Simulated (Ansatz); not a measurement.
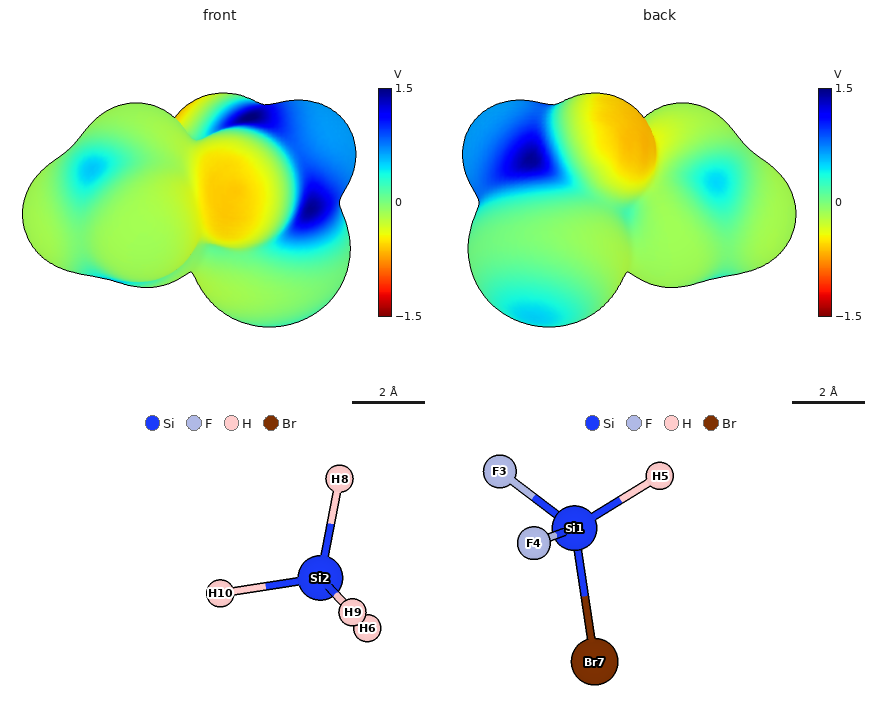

*BrF$_{2}$HSi···SiH$_{4}$. The molecular electrostatic potential painted on the density surface at 0.001 e/bohr³, seen from the front and from behind; the colour scale runs from red (negative) to blue (positive). The bare structure is drawn below in the same view.*

Level of theory: Ansatz 0.2.0, RKS B3LYP-D4/def2-SVP.

```yaml
atoms:
  - { symbol: Si, position_ang: [-1.8887, -0.3436, -0.7008] }
  - { symbol: Si, position_ang: [1.8505, 0.2232, 0.7375] }
  - { symbol: F, position_ang: [-0.8046, -1.1458, -1.5770] }
  - { symbol: F, position_ang: [-1.2956, -0.2280, 0.7947] }
  - { symbol: H, position_ang: [-3.1560, -1.0899, -0.6644] }
  - { symbol: H, position_ang: [1.1837, 1.0413, -0.3145] }
  - { symbol: Br, position_ang: [-2.1395, 1.6781, -1.5284] }
  - { symbol: H, position_ang: [1.5412, -1.2177, 0.5267] }
  - { symbol: H, position_ang: [1.3827, 0.6556, 2.0834] }
  - { symbol: H, position_ang: [3.3262, 0.4268, 0.6429] }
```

Q: Where is the surface potential most negative and most positive?

A: The most negative region (about −0.6 V) lies over F3 and F4, the most positive (about +1.4 V) over Si1. Br7 shows a σ-hole: about +0.5 V at the tip opposite its bond, against about −0.1 V on its flanks.
